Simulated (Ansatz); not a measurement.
Breaking the Zn1–H2 bond in H2SeZn (SMILES [ZnH][SeH]) (multiplicity 1 held, fragments rigid). Energies count from the point at 1.536 Å.
Geometry at that point (charge 0, multiplicity 1):
```xyz
4

Zn    -0.7092    -0.5098    -0.8288
H     -1.6137    -1.1646    -1.8828
Se     0.6540     0.5053     0.7407
H      0.6550    -0.7187     1.5618
```

Restricted levels (R-, RO-) in cc, def2 and unpolarised 6-31G sets keep to the state of the molecule at rest. Active spaces are followed from a long bond inwards. Curves can end on different states.

Cores are frozen in the correlated methods. Filled d and f shells under p-block atoms count as core.

Run with Ansatz (a program for electronic structure). Each number belongs to the level named beside it.

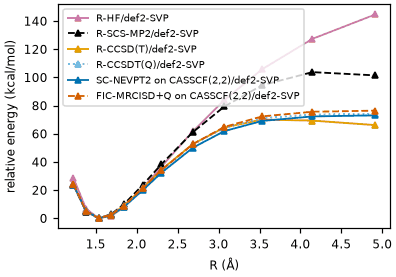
Figure. Relative energy along the coordinate

Doubts at one or more of the structures used: a restricted determinant that unrestricted orbitals would lower (R-HF/def2-SVP, R-SCS-MP2/def2-SVP, R-CCSD(T)/def2-SVP, R-CCSDT(Q)/def2-SVP); other coupled-cluster roots lie near (R-CCSD(T)/def2-SVP, R-CCSDT(Q)/def2-SVP); T1 above 0.05 (R-CCSD(T)/def2-SVP, R-CCSDT(Q)/def2-SVP).
